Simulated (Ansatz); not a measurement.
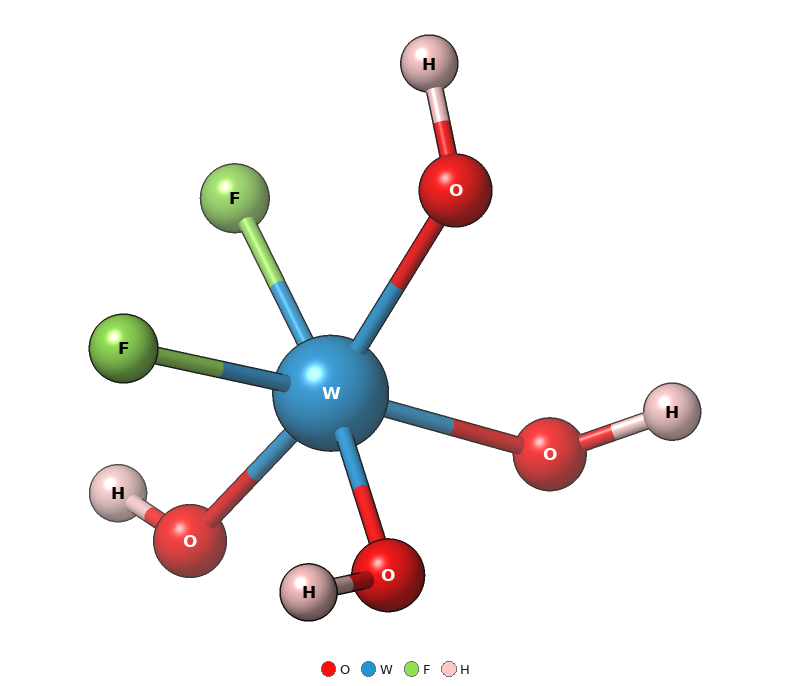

Atoms fade into the background with distance from the viewer. The species is neutral and a spin singlet. The geometry was computed by an optimisation with PBE0-D4/def2-TZVP.

List the symmetry elements and name the point group.

Answer. It has no symmetry element but the identity, so the point group is C1. The group has 1 operation. The geometry is chiral, and symmetry allows a dipole moment.
